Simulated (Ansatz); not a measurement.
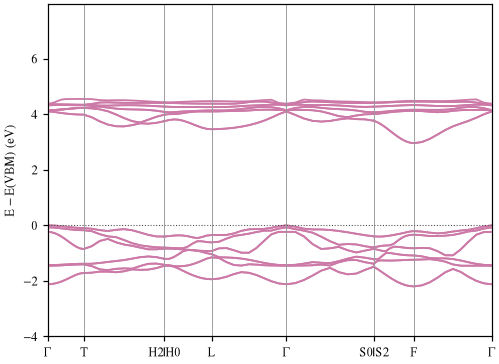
Figure: Band structure from the program Ansatz at the r²SCAN with spin–orbit coupling level (PAW)

### Question
Read off the gap and where the band edges lie.

### Answer
About 3.0 eV (2.96 eV by a search for the band edges); maximum at Γ, minimum at F.

The material is RbLaS2 in space group R-3m (No. 166; Rb on 3a, La on 3b, S on 6c).

The first step of the workflow began from a Materials Project structure, measured or hypothetical; the Crystallography Open Database files this formula in space group No. 166, but the cells were not matched. Whether it is the stable phase at ambient conditions was not checked. The cell was relaxed with r²SCAN under the symmetry of its start; its stability against distortions is not shown here.

Potentials: the later of the program's two PAW sets.
